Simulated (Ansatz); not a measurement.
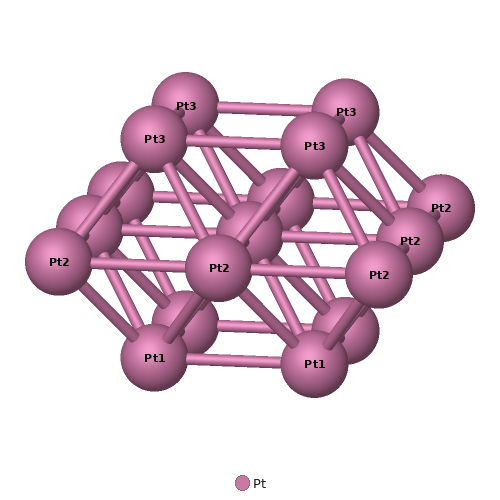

The system is F on a Pt(100) slab cut from the Fm-3m phase, its upper half relaxed before the scan (3 atoms of substrate and one adsorbate in a 1 × 1 cell); the picture shows it without the atoms that are moved over the map. F is moved along a line over the surface and along the normal, above a rigid substrate. The first coordinate is: position of F4 along the first surface vector, from above Pt3; the second: height of F4 above the plane of Pt3. The grid has 6 × 7 points; 24 points were computed and 12 follow by symmetry. At 6 points there is no value (left out of the scan, as a rule where atoms come close). Points are written as (first, second). Energies: eV, counted from the lowest grid point. Energies and slopes of some neighbouring points disagree (a jump in structure or state, or too coarse a mesh). Theory: DFT LDA, scalar-relativistic, plane waves, PAW in Ansatz 0.2.0. Settings: cutoff 420 eV, k-mesh 10×10×1, gaussian smearing 0.1 eV, spin-polarised.

Range: position of F4 along the first surface vector from 0.00 to 2.29 Å; height of F4 above the plane of Pt3 from 0.91 to 3.69 Å.

Question: Predict the map.

Answer: The lowest grid point is at (0.92 Å, 1.70 Å) [nearest 1 Pt at 1.93 Å]. The same energy is found at (1.84 Å, 1.70 Å) [nearest 1 Pt at 1.93 Å]. The highest grid point, (0.46 Å, 1.30 Å) [nearest 1 Pt at 1.38 Å], lies 9.33 eV above the lowest.

```csv
"second ↓, first →",0.00,0.46,0.92,1.38,1.84,2.29
3.69,2.83,2.83,2.84,2.84,2.84,2.83
2.99,2.42,2.44,2.49,2.51,2.49,2.44
2.49,1.60,1.69,1.85,1.92,1.85,1.69
2.09,0.34,0.50,0.84,0.99,0.84,0.50
1.70,0.49,0.23,0.00,0.01,0.00,0.23
1.30,–,9.33,2.51,0.34,2.51,9.33
0.91,–,–,–,4.75,–,–
```

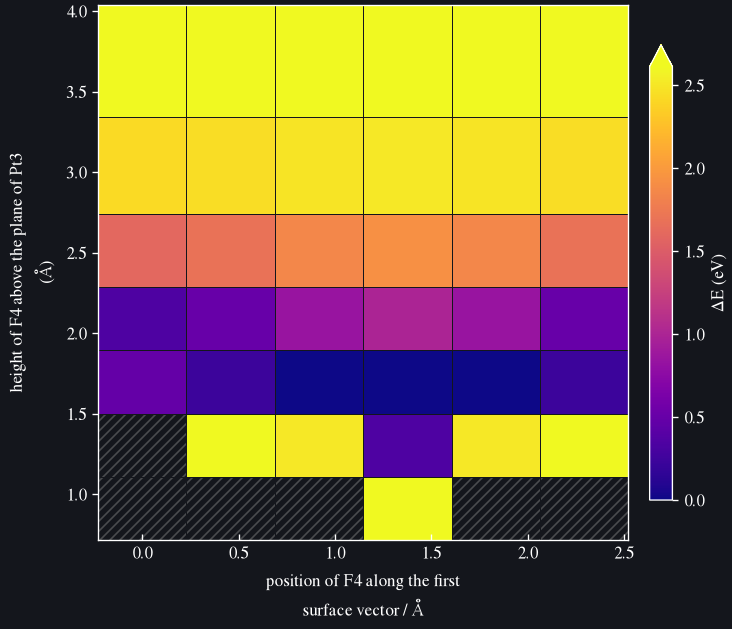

The picture shows one coloured cell a grid point, one colour for all values above the top of the scale, hatched blanks where no value was computed.

Each point was launched as `ansatz run input.yaml --threads 1 --pin off --max-ram 3072MiB --backend cpu --events-out ev --progress --plain --runs-dir out`. The whole map (24 points run) took 19 min on 1 thread of Intel(R) Xeon(R) 6975P-C (Granite Rapids), on a shared host.

PAW datasets: the set soft_1.
